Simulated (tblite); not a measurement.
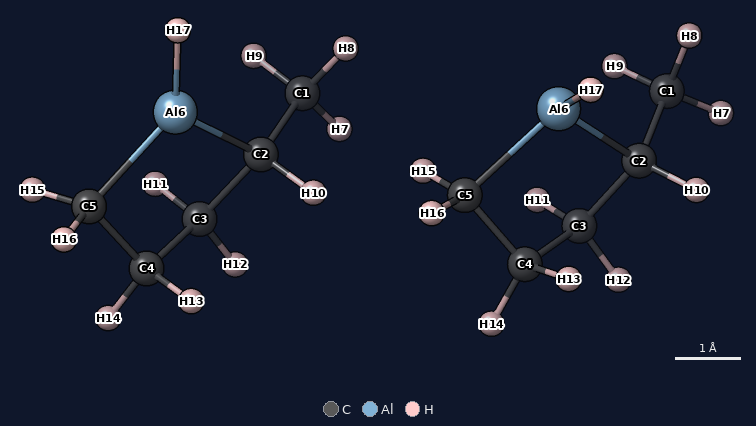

Two geometries of C5H11Al, drawn at one scale. One is the start of a relaxation, the other its converged end. Style: ball-and-stick. Shown from a free direction.

Theory: GFN2-xTB geometry optimisation, gas phase in tblite 0.8.0. 

Q: Which of the two is the end point?

A: The left one is the relaxed one. Over 95 geometry steps the energy falls by 78.2 kJ/mol. The atom that moves furthest after the best rigid fit is H17 (1.20 Å). Largest moves by element: H 1.20 Å, C 0.30 Å, Al 0.14 Å. Some distances before and after: Al6–H17 1.614 → 1.543 Å, C2–C3 1.500 → 1.547 Å, C4–H13 1.137 → 1.095 Å, C1–H8 1.127 → 1.089 Å. Bond angles that change, for instance: C1–C2–Al6 108.4° → 121.5°, C5–Al6–H17 120.0° → 132.6°, H15–C5–H16 115.4° → 105.5°. Cost: 1 s on 1 thread of Arm Neoverse N1 (shared host).
